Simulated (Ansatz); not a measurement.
CH$_{4}$BSi (SMILES CB[Si]) (doublet)

```json
{"atom": "C", "x (Å)": "-0.8156", "y (Å)": "-0.9815", "z (Å)": "-0.8884"}
{"atom": "B", "x (Å)": "0.6157", "y (Å)": "-0.5486", "z (Å)": "-0.4654"}
{"atom": "Si", "x (Å)": "2.3443", "y (Å)": "0.0368", "z (Å)": "-0.0771"}
{"atom": "H", "x (Å)": "-0.9053", "y (Å)": "-2.0768", "z (Å)": "-0.9149"}
{"atom": "H", "x (Å)": "-1.0873", "y (Å)": "-0.5968", "z (Å)": "-1.8772"}
{"atom": "H", "x (Å)": "1.0669", "y (Å)": "-0.9503", "z (Å)": "0.7205"}
{"atom": "H", "x (Å)": "-1.5655", "y (Å)": "-0.6246", "z (Å)": "-0.1683"}
```

Geometry: B3LYP/6-31G*.

Computed with isolated molecule in a Gaussian basis; Kohn-Sham density functional theory, functional PBE0 (Ansatz).

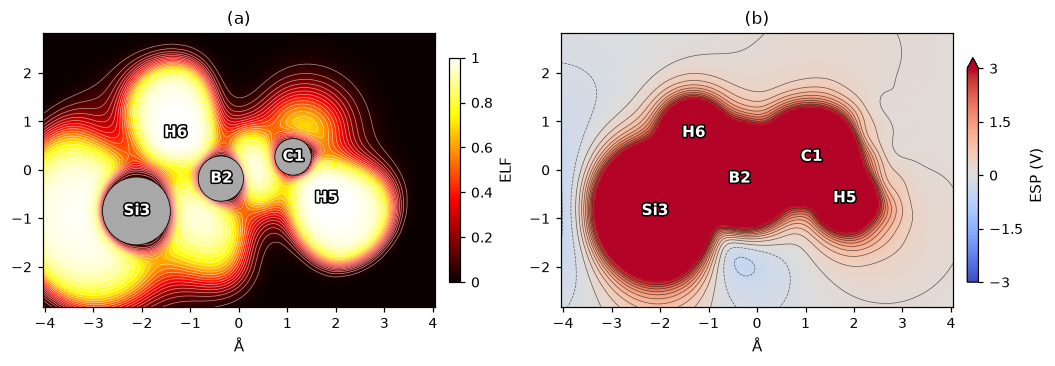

Figure 1. (a) ELF; (b) electrostatic potential on the plane of atoms C1, B2 and H6. Grey discs cover the atomic cores in the ELF map.

**Describe what can be read from this map.**

Atoms in the plane: C, B, Si and H. C–B (1.55 Å): the ELF peaks at about 0.95 between the atoms, as expected for a shared electron pair. Si–B (1.87 Å): the ELF peaks at about 0.85 between the atoms, as expected for a covalent bond. C–H (1.10 Å): the ELF climbs to about 1 towards the hydrogen, as it does in any bond to H: a covalent bond by its length. B–H (1.33 Å): the ELF climbs to about 1 towards the hydrogen. The ELF also peaks beside Si3, away from the bonds: non-bonding electrons, paired or unpaired. Outside the dense part of the molecule the potential is most negative (−0.5 V) near Si3.

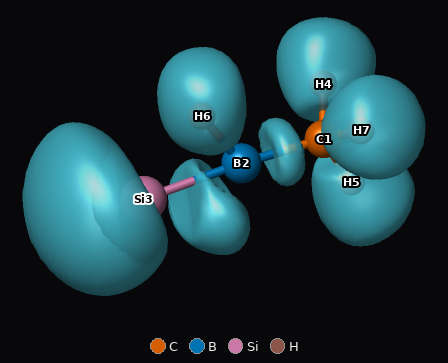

Figure 2. Isosurface of the electron localisation function at 0.8 (cyan), seen at a tilt. Only the valence region is drawn (cores and ρ < 0.01 e/Å³ removed).

**Describe the localisation domains.**

The surface consists of one region between bonded B–C atoms (shared pairs), four regions around hydrogen nuclei, one region on B in which the atom's valence shell and bonds are merged and one lobe on Si, pointing away from the bonds (non-bonding electrons).

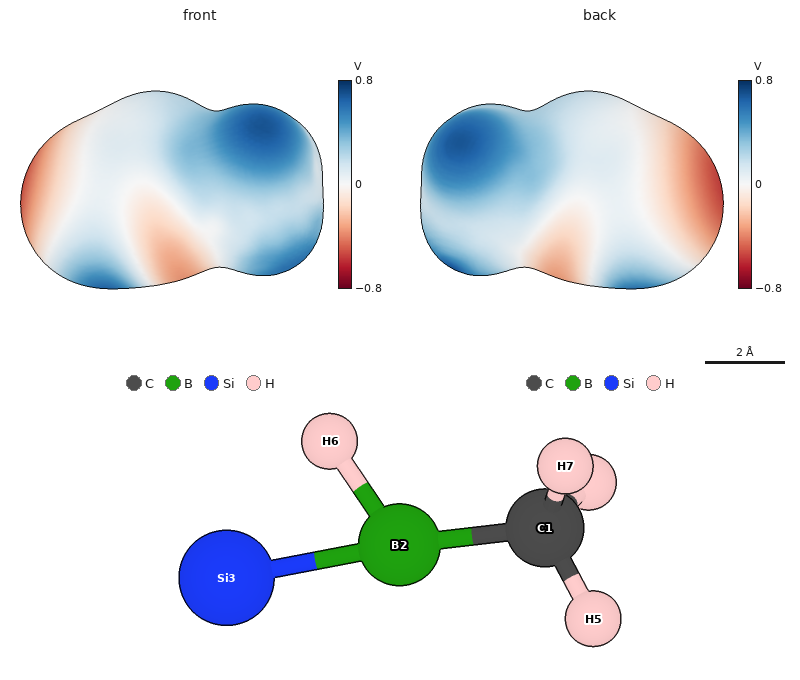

Figure 3. The molecular electrostatic potential painted on the density surface at 0.001 e/bohr³, seen from the front and from behind; the colour scale runs from red (negative) to blue (positive). The bare structure is drawn below in the same view.

**Which sites attract a positive test charge, and which a negative one?**

A positive charge is drawn to the negative regions and a negative charge to the positive ones. The most negative region (about −0.5 V) lies over Si3, the most positive (about +0.7 V) over H4, H5 and H7.

**What dipole moment does the calculation give?**

Its dipole moment is 1.33 D.
